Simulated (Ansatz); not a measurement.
Cost and result by functional for the surface energy of the (11-20) surface of hcp Cd in its 1x1 cell, outermost plane spacing 1.52 Å in the ideal cut, in Ansatz (plane waves, PAW). Single points on the PBE structure, on one kind of machine; costs are rough ratios of the slab run's core time (references not counted) to the cheapest single point. r2SCAN's cost holds its higher cutoff (500 against 420 eV). Differences are taken against r2SCAN for comparison alone: no measured value is at hand, so the table doesn't rank accuracy.

Model: 16-atom slab, 10.6 Å thick at the start, 7x7x1 mesh, Fermi-Dirac 0.1 eV, dipole correction, all atoms relaxed; symmetry of the start imposed; no spin, no spin-orbit, no U. These notes are the PBE run's.

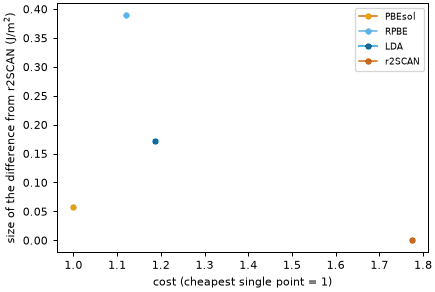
Figure: Difference from r2SCAN against cost

| functional | relative cost | surface energy (J/m²) | less r2SCAN (J/m²) |
|---|---|---|---|
| PBEsol | 1 | 0.77 | 0.06 |
| RPBE | 1 | 0.32 | -0.39 |
| LDA | 1 | 0.88 | 0.17 |
| r2SCAN | 2 | 0.71 | 0.00 |
| PBE (the relaxed run's value) | – | 0.51 | -0.21 |

The values span 0.56 J/m², while the single points' costs differ by a factor of roughly 2. Differences are of unrounded values.

Ansatz is a program for electronic structure.
